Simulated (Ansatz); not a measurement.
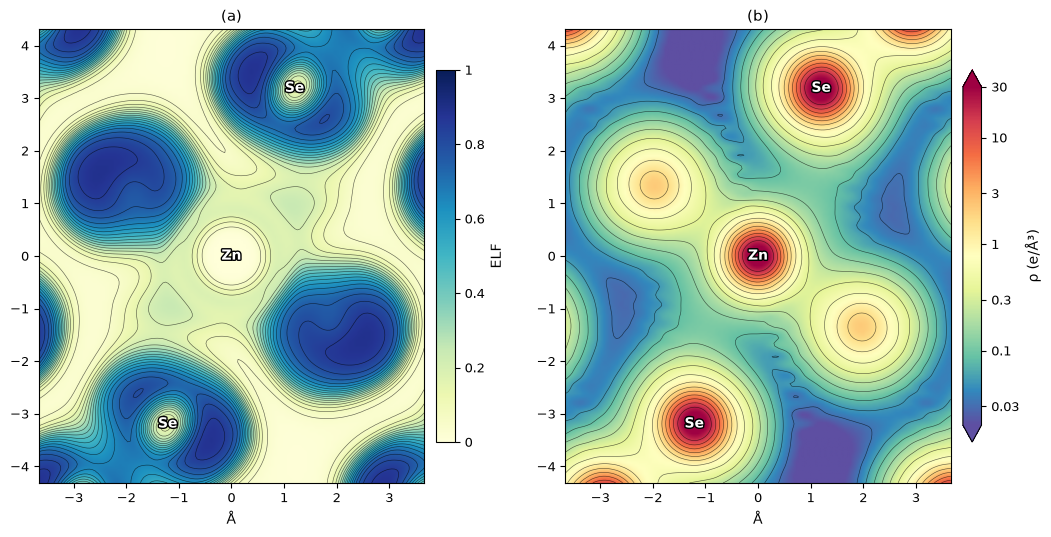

Figure. ZnSe4. (a) ELF; (b) valence charge density (pseudo) on the (010) plane of the conventional cell.

Space group C2; a generated structure, not necessarily the stable one; changed on purpose from its base cell (volume × 0.94, shape and atoms relaxed).

Theory: DFT PBE, scalar-relativistic, plane waves, PAW in Ansatz 0.2.0.

The density is the valence pseudo-density of a PAW calculation; it isn't the true density close to the nuclei.

Read the bonding off the picture.

The section cuts through Zn and Se sites. Atoms just off the plane (Se, 0.7 Å away) can leave unmarked features too. Between the atoms the lowest density in this plane is 0.01 e/Å³. The ELF also peaks beside Se, away from the bonds: lone-pair regions.
